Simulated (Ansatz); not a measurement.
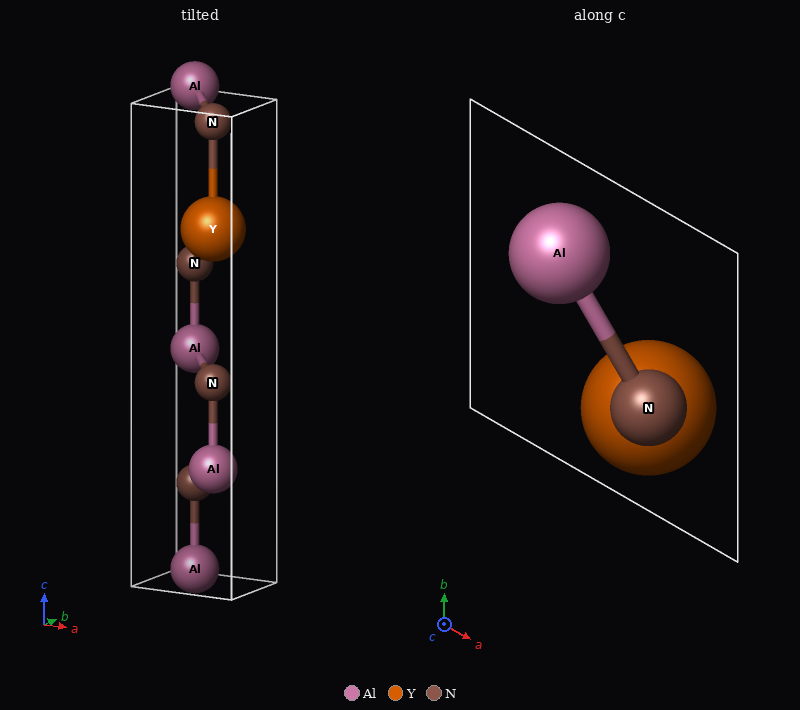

Crystal structure, ball-and-stick style, seen slightly off an axis and along the c axis. One conventional unit cell is framed, with atoms on its boundary repeated.

YAl$_{3}$N$_{4}$, space group P3m1 (No. 156), a = 3.250 Å, b = 3.250 Å, c = 10.619 Å, α = 90.00°, β = 90.00°, γ = 120.00°. The cell started as a structure type filled with these elements by a generator (whether the compound takes this form wasn't checked). Earlier steps of the study, as a rule a relaxation of our own, may have changed the cell and positions, so they can lie some per cent off the listed ones. It was run through Ansatz as a DFT input.

This one geometry was computed with Ansatz (DFT, plane waves, PAW) at five levels of theory: r2SCAN, PBE, HSE06, PBE0 and PBE with spin-orbit coupling. It was relaxed beforehand with r2SCAN.

**Which level gives the highest pressure at this volume, and what does that say about its equilibrium volume?**

Highest: PBE (3.3 GPa) and PBE with spin-orbit coupling (3.3 GPa), which points to the largest equilibrium volume. Lowest, with the smallest volume: HSE06 (-0.7 GPa) and PBE0 (-0.7 GPa). Levels within 0.5 GPa of each other can't be told apart.

**How does the band gap change with the level of theory?**

PBE with spin-orbit coupling: a gap of 2.38 eV, indirect; PBE: a gap of 2.38 eV, indirect; r2SCAN: a gap of 2.82 eV, indirect; HSE06: a gap of 3.45 eV, indirect; PBE0: a gap of 4.15 eV, indirect.

**Collect the results in a table.**

| level | cutoff (eV) | k-mesh of the run's cell | gap (eV) | pressure (GPa) |
| --- | --- | --- | --- | --- |
| r2SCAN | 500 | 12×12×4 | 2.82 | 0.0 |
| PBE | 420 | 12×12×4 | 2.38 | 3.3 |
| HSE06 | 420 | 6×6×2 | 3.45 | -0.7 |
| PBE0 | 420 | 6×6×2 | 4.15 | -0.7 |
| PBE with spin-orbit coupling | 420 | 12×12×4 | 2.38 | 3.3 |

Gaps are taken on the k-mesh or band path of each run.
